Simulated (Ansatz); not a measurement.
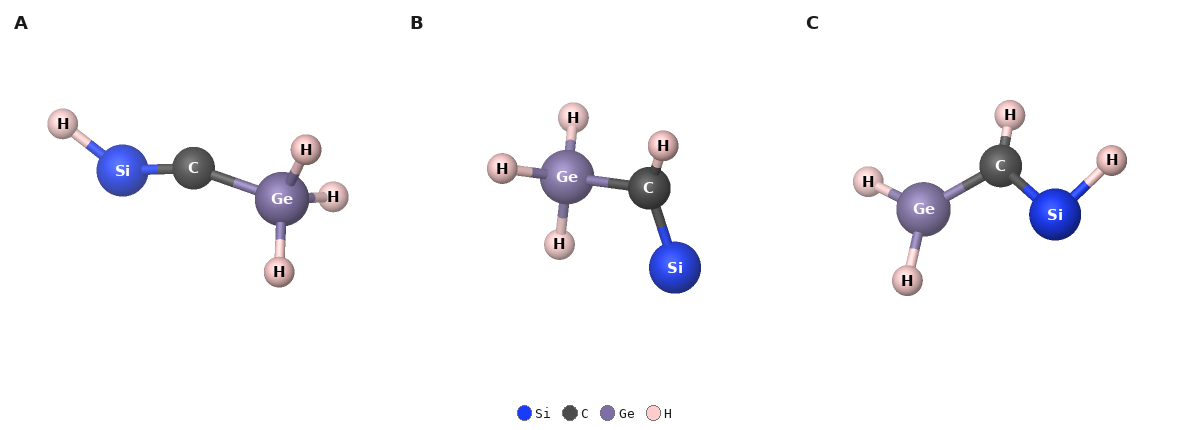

3 stationary structures of one formula. Geometries: PBE0-D4/def2-TZVP. Electronic energies: ωB97M-V/def2-TZVPP (Ansatz 0.2.0), without zero-point energy. No frequency run is at hand to confirm each as a minimum. Each is one conformer, not always the lowest.

Which structure is the most stable?

B is lowest (Cs); C lies 72.9 kJ/mol above it (Cs), A lies 196.6 kJ/mol above it.
